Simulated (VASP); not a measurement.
Band structure of TiNi (sg11). These are PBEsol GGA, VASP's PBE PAW potentials (set 64) (plane waves; VASP) values and carry that method's errors.

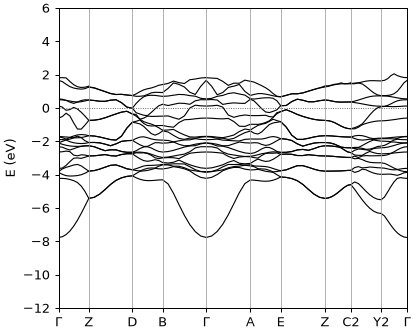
Figure: Bands along high-symmetry lines, zero at the valence-band maximum or, without a gap, the Fermi level

Read the plot: is there a gap, and where are the band edges?

It has no gap at this level: it comes out as a metal or semimetal. (Edges off the drawn lines would not show.)

The compound is TiNi in the sg11 structure. It was relaxed first. The run is not spin-polarised, so no magnetic state was tried.
